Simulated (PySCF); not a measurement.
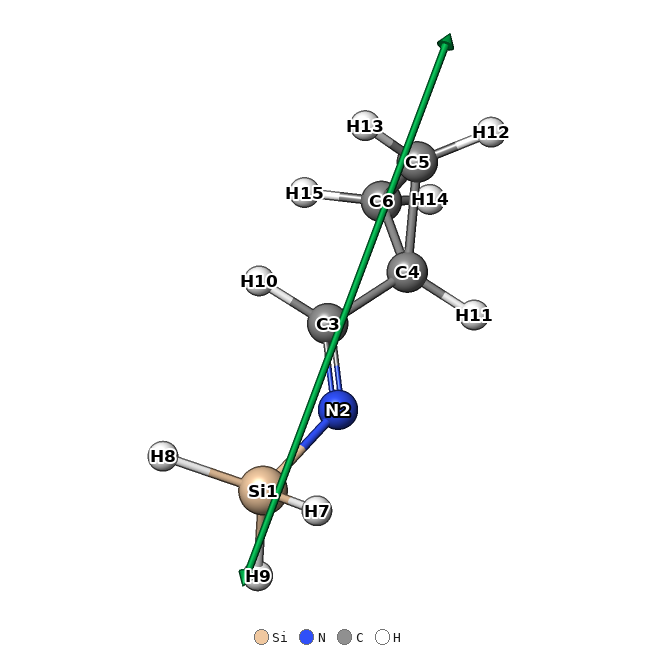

The double arrow shows the direction of the transition dipole to excited singlet state 3 (its length means nothing). The computed structure is the end point of a GFN2-xTB optimisation. No frequency run is at hand to confirm it as a minimum. Method: TDDFT CAM-B3LYP/def2-SVPD, vertical, gas phase, core orbitals frozen in the response (PySCF 2.14.0).

How is the transition polarised?

Answer. Close to the long direction Si1···C6.

Where does the transition lie, and how strong is it?

Answer. 6.94 eV (179 nm), oscillator strength 0.68, mainly HOMO−1 → LUMO (weight 0.91); transition dipole 5.10 D.

The geometry is semi-empirical. Around Si such bond lengths and angles can be off by a tenth of an ångström or more and by several degrees, and values that hang on the shape move with them.
